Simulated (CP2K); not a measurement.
Consider 2-methylthiothiazole at its PBE geometry (Å).

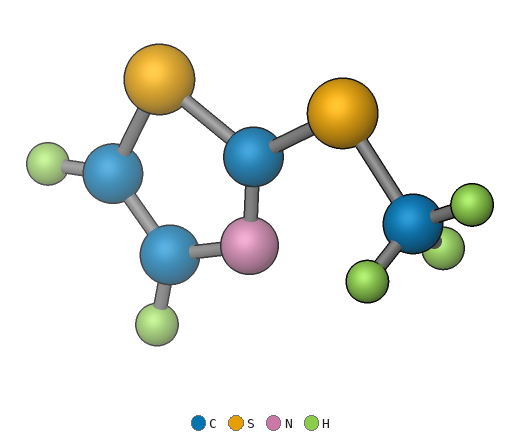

The molecule (carbon blue, sulfur orange, nitrogen pink, hydrogen green).

```xyz
12

C    -2.4381    0.4245   -0.1787
S    -1.5961   -0.3631    1.2167
C     0.0488   -0.3042    0.6282
N     0.4278    0.1544   -0.5449
C     1.7949    0.0463   -0.6838
C     2.4690   -0.4961    0.3783
S     1.3552   -0.8955    1.6353
H    -2.2898   -0.1586   -1.0939
H    -3.5013    0.4476    0.0895
H    -2.0609    1.4421   -0.3261
H     2.2585    0.3864   -1.6079
H     3.5320   -0.6840    0.4874
```

Method: CP2K XAS_TDP, all-electron GAPW, PBEh(45%), aug-cc-pVDZ, TDA, GW2X-corrected core level, no relativity.

Q: Predict the bright core excitations at the C K edge.

Leading lines: C1 289.44 eV, C3 287.31 eV, C5 287.74 eV and C6 287.10 eV. The leading line of an atom is its first one with 35 % of the strongest within 2.5 eV of its lowest line over the strength cut. Core ionisation energies at this level: C3 293.08, C5 292.52, C1 292.78 and C6 292.10 eV.

The first six lines of each atom with a strength over 0.0015:

```
                     atom  energy (eV)  states  strength, one atom  above the computed threshold
 C1 (bonded to S and 3 H)       289.44       1              0.0402                              
                                290.70       2              0.0114                              
                                291.37       1              0.0218                              
                                291.58       1              0.0221                              
                                292.25       1              0.0022                              
                                292.33       1              0.0040                              
 C3 (bonded to N and 2 S)       287.31       1              0.0586                              
                                289.90       1              0.0313                              
                                290.62       1              0.0356                              
                                291.31       1              0.0074                              
                                292.36       1              0.0033                              
                                294.14       1              0.0020                           yes
C5 (bonded to C, N and H)       287.74       1              0.0499                              
                                289.97       1              0.0070                              
                                290.63       1              0.0114                              
                                290.82       1              0.0049                              
                                291.49       1              0.0026                              
                                291.95       1              0.0026                              
C6 (bonded to C, S and H)       287.10       1              0.0467                              
                                289.12       1              0.0323                              
                                290.13       1              0.0130                              
                                290.85       1              0.0026                              
                                291.20       1              0.0020                              
                                291.53       1              0.0020
```

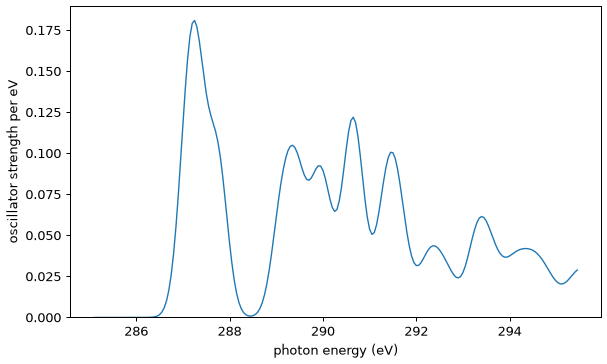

All atoms added, broadened by 0.5 eV.

Lines are vertical, at one geometry, with no vibrational structure. GW2X ionisation energies and lines can be off by 1 to 2 eV either way, and a good line position may hide errors that cancel. These values hold no scalar relativity, about 0.1 eV for C 1s. Rydberg lines, and the discretised continuum above threshold, depend on the basis and the box.

[Banner, clock and machine lines of the logs are left out without a mark of their own.]

[Logs are printed without paths, hosts, clocks, repeated set-up lines and the standing remarks that a program may print on its own settings, such as how far it seeks lower states.]

[Hosts, paths, dates, database ids (printed as entryN), source tags and the programs' standing remarks are cut or masked in the printed files.]
